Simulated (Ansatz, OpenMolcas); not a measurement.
# Swapping H for OH on Si: the atomisation energy

Gas-phase molecules. On one Si centre, n of the H ligands are replaced by OH. The atomisation energy (no zero-point term) y in kJ/mol at B3LYP/6-31G* (Cartesian functions). Shapes: PBE0-D4/def2-TZVP. Flexible molecules stand in one conformer, not always the lowest. Programs: Ansatz 0.2.0, OpenMolcas 26.06. A level may come from different programs for different species; with the same settings they agree closely.

```
 molecule  n  y (kJ/mol)
     SiH4  0        1341
 SiH3(OH)  1        1862
SiH2(OH)2  2           ?
 SiH(OH)3  3        2982
  Si(OH)4  4        3548
```

**Question.** Fit y = c + s·n to the known rows and predict SiH2(OH)2.

**Answer.** 
1. Means of the 4 rows: n = 2.00000, y = 2433.2.
2. Σ(Δn)² = 10, Σ(Δn·Δy) = 5534, so the slope is 5534/10 = 553.4.
3. Intercept: 2433.2 − (553.4) × 2.00000 = 1326.4. The largest residual of the fit is 18.
4. SiH2(OH)2: 1326.4 + (553.4) × 2 = 2433 kJ/mol.

The run gave 2420 kJ/mol, so the prediction is off by +13 kJ/mol, within the largest residual. The steps per swap are +521, +558, +562, +566 kJ/mol. The slope is the difference between a Si–OH and a Si–H bond with the ligands’ own bonds. Other levels give for SiH2(OH)2: HF/3-21G 1499 kJ/mol.

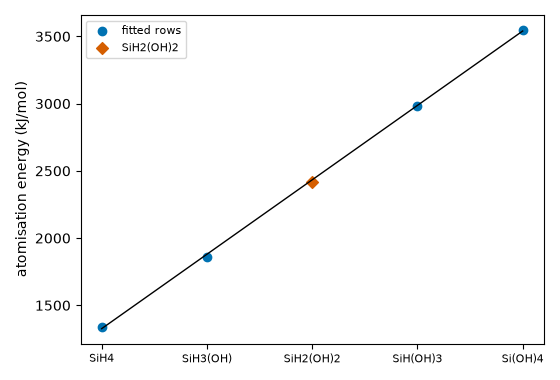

The fitted line, with the withheld member.
